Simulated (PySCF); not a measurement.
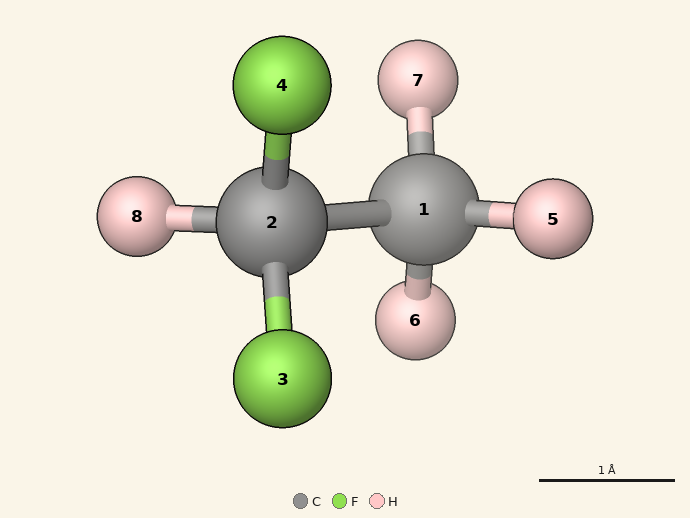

Orthographic view. Distant atoms are faded towards the background colour. The geometry was computed by an optimisation with PBE0-D3(BJ)/def2-SVP. No frequency run is at hand to confirm it as a minimum.

Give the distance matrix in Å.

```tsv
atom	C1	C2	F3	F4	H5	H6	H7	H8
C1	0.00							
C2	1.50	0.00						
F3	2.34	1.35	0.00					
F4	2.34	1.35	2.18	0.00				
H5	1.10	2.13	2.59	2.61	0.00			
H6	1.10	2.14	2.64	3.29	1.79	0.00		
H7	1.10	2.14	3.29	2.62	1.79	1.79	0.00	
H8	2.19	1.11	1.99	1.99	3.08	2.53	2.54	0.00
```
